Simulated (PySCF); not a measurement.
**One shape, several levels: C6H5F (fluorobenzene)**

Aim: a comparison of 5 runs (HF/6-31G*, HF/6-31G**, B3LYP/6-31G*, PBE0/def2-SVP, TPSSh/6-31+G*) of C6H5F (fluorobenzene). Input form: a Python script.

Program for the calculation: PySCF 2.14.0.

**1. The system as given**

C6H5F: 12 atoms, total charge 0, spin state singlet. SMILES: `Fc1ccccc1`. The coordinates come from a PBE0-D4/def2-TZVP relaxation.

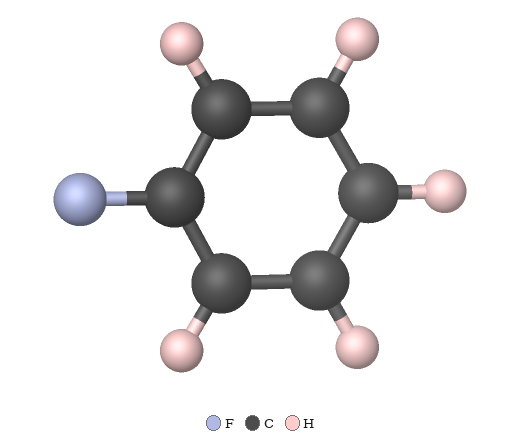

Viewed from a chosen angle; fluorine light blue, carbon dark grey, hydrogen pink.

**2. Energy and forces at HF/6-31G(d) (spherical functions) (run 1)**

File run.py:

```python
from pyscf import gto

system = gto.M(
    atom='''
F      0.373400    -2.651880    -0.049000
C      0.186660    -1.325620    -0.024490
C     -0.745470    -0.799820     0.848530
C     -0.932320     0.574350     0.867240
C     -0.196600     1.396240     0.025800
C      0.733120     0.840420    -0.841100
C      0.932970    -0.531670    -0.873120
H     -1.307140    -1.462390     1.495210
H     -1.659890     1.003340     1.546360
H     -0.347620     2.468730     0.045610
H      1.310500     1.477900    -1.500520
H      1.652380    -0.989580    -1.540520
''',
    verbose=3,
    basis='6-31g*',
    max_memory=1860,
    spin=0,
)

mf = system.RHF()
mf.conv_tol = 1e-10
mf.kernel()
if not mf.converged:
    mf = mf.newton().run(mf.mo_coeff, mf.mo_occ)

energy = mf.e_tot
print(f'total energy: {energy:.8f} hartree')
grad = mf.nuc_grad_method().kernel()
mf.analyze()
```

Run with:

```
$ OMP_NUM_THREADS=1 python run.py
```

The program printed:

```text
converged SCF energy = -329.552797438146
[... 22 lines left out ...]
MO #13  energy= -0.83691854019287  occ= 2
[... 18 lines left out ...]
MO #32  energy= 0.330232095748049  occ= 0
[... 18 lines left out ...]
MO #51  energy= 0.900784340275445  occ= 0
[... 18 lines left out ...]
MO #70  energy= 1.66683043279119   occ= 0
[... 18 lines left out ...]
MO #89  energy= 2.44959839550959   occ= 0
[... 18 lines left out ...]
MO #108 energy= 3.81435848274672   occ= 0
[... 13 lines left out ...]
Dipole moment(X, Y, Z, Debye): -0.24051,  1.70789,  0.03152
```

It took 45 s on 1 thread of Intel Xeon at 2.50GHz (Skylake/Cascade Lake), shared host; peak memory 0.25 GiB.

**3. Energy and forces at HF/6-31G(d,p) (spherical functions) (run 2)**

File input.py:

```python
import pyscf.grad
from pyscf import gto, scf

mol = gto.Mole()
mol.atom = '''
F        0.373400      -2.651880      -0.049000
C        0.186660      -1.325620      -0.024490
C       -0.745470      -0.799820       0.848530
C       -0.932320       0.574350       0.867240
C       -0.196600       1.396240       0.025800
C        0.733120       0.840420      -0.841100
C        0.932970      -0.531670      -0.873120
H       -1.307140      -1.462390       1.495210
H       -1.659890       1.003340       1.546360
H       -0.347620       2.468730       0.045610
H        1.310500       1.477900      -1.500520
H        1.652380      -0.989580      -1.540520
'''
mol.max_memory = 1860
mol.charge = 0
mol.basis = '6-31g**'
mol.verbose = 3
mol.build()

calc0 = scf.RHF(mol)
calc0.conv_tol = 1e-10
calc0.kernel()
if not calc0.converged:
    calc0 = calc0.newton().run(calc0.mo_coeff, calc0.mo_occ)

energy = calc0.e_tot
print('Final energy', energy)
grad = calc0.Gradients().kernel()
calc0.analyze()
```

Run with:

```
$ OMP_NUM_THREADS=1 python input.py
```

The program printed:

```text
converged SCF energy = -329.56215322162
[... 27 lines left out ...]
MO #18  energy= -0.618563103009163 occ= 2
[... 20 lines left out ...]
MO #39  energy= 0.665574023026989  occ= 0
[... 20 lines left out ...]
MO #60  energy= 1.19441346669255   occ= 0
[... 20 lines left out ...]
MO #81  energy= 2.10742155399892   occ= 0
[... 20 lines left out ...]
MO #102 energy= 2.75041286859336   occ= 0
[... 20 lines left out ...]
MO #123 energy= 4.34493573171913   occ= 0
[... 13 lines left out ...]
Dipole moment(X, Y, Z, Debye): -0.24054,  1.70816,  0.03153
```

Run time: 52 s. Hardware: 1 thread of Intel Xeon at 2.50GHz (Skylake/Cascade Lake), shared host; peak memory 0.34 GiB.

Runs 3 to 4 aren't shown in full; the table further down has their settings and results.

**4. Energy and gradient at TPSSh/6-31+G(d) (spherical functions) (run 5)**

File calc.py:

```python
import pyscf.grad
from pyscf import gto, dft

mol = gto.Mole()
mol.atom = '''
F        0.373400      -2.651880      -0.049000
C        0.186660      -1.325620      -0.024490
C       -0.745470      -0.799820       0.848530
C       -0.932320       0.574350       0.867240
C       -0.196600       1.396240       0.025800
C        0.733120       0.840420      -0.841100
C        0.932970      -0.531670      -0.873120
H       -1.307140      -1.462390       1.495210
H       -1.659890       1.003340       1.546360
H       -0.347620       2.468730       0.045610
H        1.310500       1.477900      -1.500520
H        1.652380      -0.989580      -1.540520
'''
mol.charge = 0
mol.verbose = 3
mol.max_memory = 1860
mol.basis = '6-31+g*'
mol.build()

calc0 = dft.RKS(mol)
calc0.xc = 'tpssh'
calc0.grids.level = 5
calc0.conv_tol = 1e-10
calc0.kernel()
if not calc0.converged:
    calc0 = calc0.newton().run(calc0.mo_coeff, calc0.mo_occ)

e_final = calc0.e_tot
print('Final energy', e_final)
grad = calc0.Gradients().kernel()
dip = calc0.dip_moment()
pop, q = calc0.mulliken_pop()
```

Run with:

```
$ OMP_NUM_THREADS=1 python calc.py
```

The program printed:

```text
converged SCF energy = -331.51016190403
Final energy -331.51016190403016
[... 8 lines left out ...]
Dipole moment(X, Y, Z, Debye): -0.21819,  1.54938,  0.02859
[... 149 lines left out ...]
charge of   11H =      0.21529
```

It took 3.8 min on 1 thread of Intel Xeon at 2.50GHz (Skylake/Cascade Lake), shared host; peak memory 1.5 GiB.

**5. The series**

```
run                                level  Cartesian functions  integration grid  energy (Eh)  dipole moment (D)  HOMO energy (eV)  LUMO energy (eV)  wall time
  1      HF/6-31G* (spherical functions)                   no                 –  -329.552797               1.73             -9.10              3.63       45 s
  2     HF/6-31G** (spherical functions)                   no                 –  -329.562153               1.73             -9.09              3.61       52 s
  3   B3LYP/6-31G* (Cartesian functions)                  yes                 5  -331.481661               1.30             -6.62             -0.17    1.7 min
  4                        PBE0/def2-SVP                   no                 5  -330.872668               1.40             -7.18             -0.38    1.7 min
  5  TPSSh/6-31+G* (spherical functions)                   no                 5  -331.510162               1.56             -6.56             -0.84    3.8 min
```

**6. Summary of results**

```
                       quantity          value
            run 5: total energy  -331.51016 Eh
           run 5: dipole moment         1.56 D
             run 5: HOMO energy       -6.56 eV
             run 5: LUMO energy       -0.84 eV
           run 5: HOMO–LUMO gap        5.72 eV
run 5: largest force on an atom     0.952 eV/Å
```

The dipole moment (its size) runs from 1.30 D (B3LYP/6-31G*) to 1.73 D (HF/6-31G**). The two ends differ in method and basis. The HOMO–LUMO gap runs from 5.72 eV (TPSSh/6-31+G*) to 12.73 eV (HF/6-31G*). Totals of different functionals can't be ranked against each other. All runs together took 8.9 min, the longest 3.8 min.
